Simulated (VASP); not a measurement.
Band structure of PbO (litharge). Method: PBE GGA with D3 dispersion (Becke-Johnson damping), VASP's PBE PAW potentials (set 64) (plane waves; VASP).

Unless said otherwise, spin-orbit coupling is left out, though it shifts the bands of the heavy elements here.

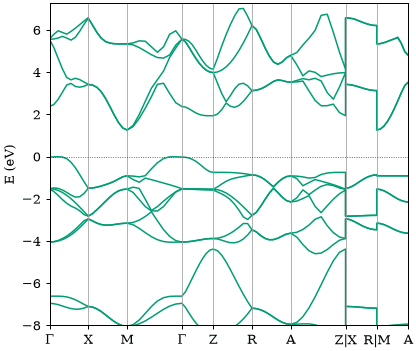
Fig. 1. Bands along high-symmetry lines, zero at the valence-band maximum or, without a gap, the Fermi level

### Question
Read the plot: is there a gap, and where are the band edges?

### Answer
The gap is indirect, 1.26 eV, from the valence maximum at Γ-X at 0.22 to the conduction minimum at M. (Edges off the drawn lines would not show.)

The compound is PbO in the litharge structure. It was relaxed first.
